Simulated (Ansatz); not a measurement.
## Electronic structure of BClFH$_{3}$Si in real space

Input

```
crystal:
  periodic: [false, false, false]
  atoms:
    - {symbol: B, position_ang: [0.415261, 0.982441, 0.584528]}
    - {symbol: Si, position_ang: [-0.436144, -0.541798, -0.386429]}
    - {symbol: F, position_ang: [-0.710721, -0.248526, -1.930489]}
    - {symbol: Cl, position_ang: [1.051278, -1.958397, -0.246741]}
    - {symbol: H, position_ang: [0.343394, 1.044734, 1.774975]}
    - {symbol: H, position_ang: [1.078732, 1.787226, 0.004711]}
    - {symbol: H, position_ang: [-1.680699, -1.133680, 0.153743]}
basis:
  gaussian: {orbitals: def2-TZVPP}
hamiltonian: {xc: pbe0, dispersion: d4}
output: {orbitals: {seedname: orbitals}}
```

Launched as:

```sh
ansatz run in.yaml --threads 2 --pin off --events-out ev --progress --plain --max-ram 4352MiB
```

Geometry: PBE0-D4/def2-TZVP.

Computed with Ansatz, RKS PBE0-D4/def2-TZVPP.

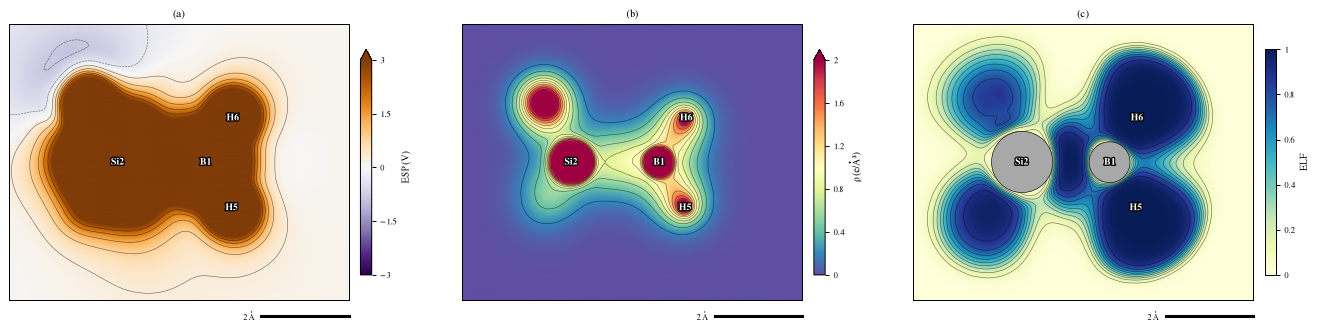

Figure 1. (a) molecular electrostatic potential; (b) total electron density; (c) electron localisation function on the plane of atoms Si2, B1 and H5. Grey discs cover the atomic cores in the ELF map.

Describe what can be read from this map.

Answer. The plane passes through B, Si and H nuclei.
Si–B (2.00 Å): ρ is about 0.86 e/Å³ halfway; the ELF peaks at about 1 between the atoms, as expected for a shared electron pair.
B–H (1.19 Å): the density is about 1.3 e/Å³ at the midpoint; the ELF climbs to about 1 towards the hydrogen, as it does in any bond to H: an ordinary covalent bond to hydrogen.
The ELF also peaks beside F3, away from the bonds: lone-pair regions.
Outside the dense part of the molecule the potential is most negative (−0.9 V) near F3, which lies off the plane.

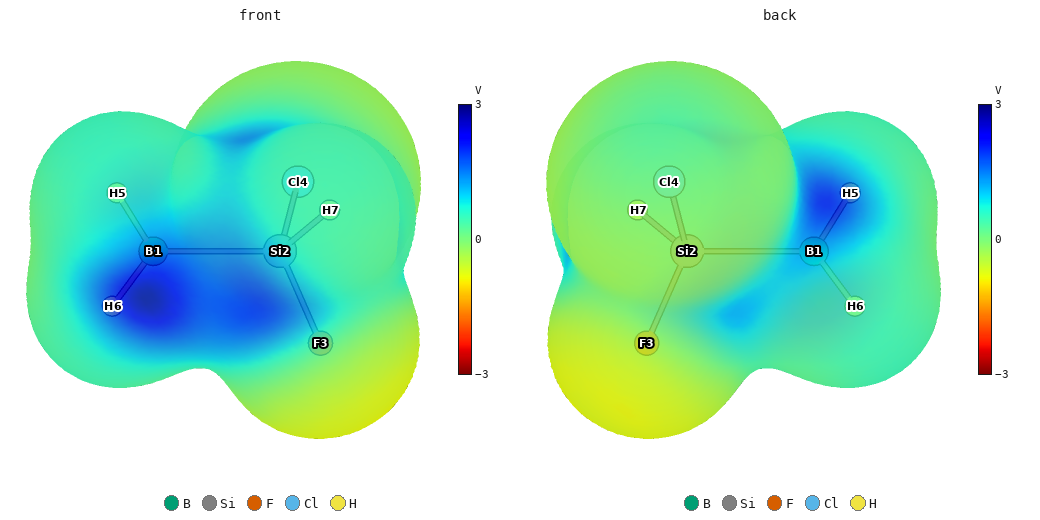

Figure 2. The electrostatic potential painted on the density surface at 0.002 e/bohr³, seen from the front and from behind; red is negative and blue positive.

Describe the electrostatic potential map.

Answer. The most negative region (about −0.8 V) lies over F3, the most positive (about +2.4 V) over B1.

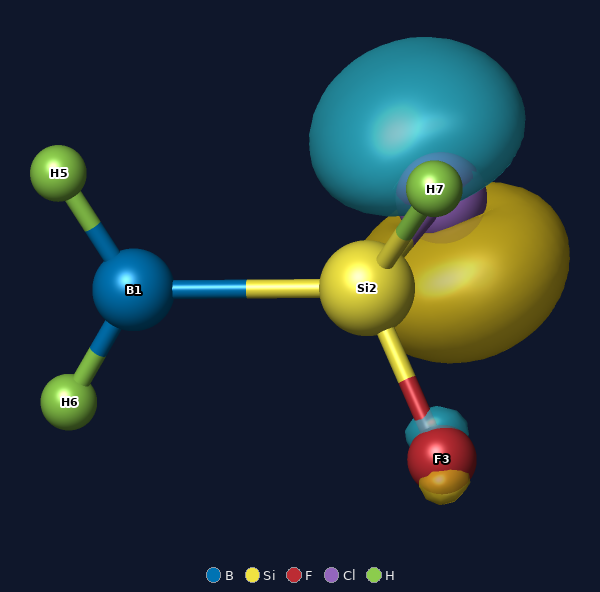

Figure 3. The HOMO−1 at ±0.2 Å⁻³ᐟ² (yellow and cyan are the two phases), seen across its widest extent.

Where does this orbital lie, and at what energy?

Answer. It lies mainly on Cl4 (about 85 %); largely a lone pair of Cl4. Its energy is −9.67 eV.

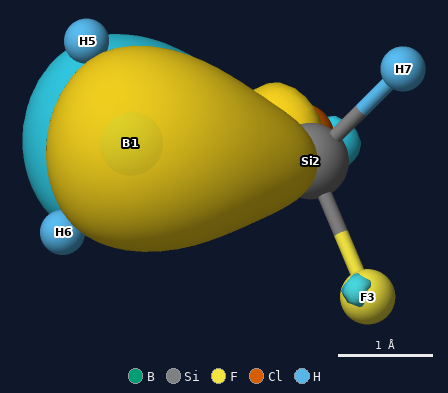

Figure 4. One frontier orbital at ±0.15 Å⁻³ᐟ² (yellow and cyan are the two phases), seen at a tilt.

Which orbital is it: HOMO or LUMO?

Answer. The LUMO, at −2.90 eV. By Hirshfeld shares it lies mainly on B1 (about 60 %), Si2 (about 20 %), Cl4 (about 5 %), H5 (about 5 %) and H6 (about 5 %).
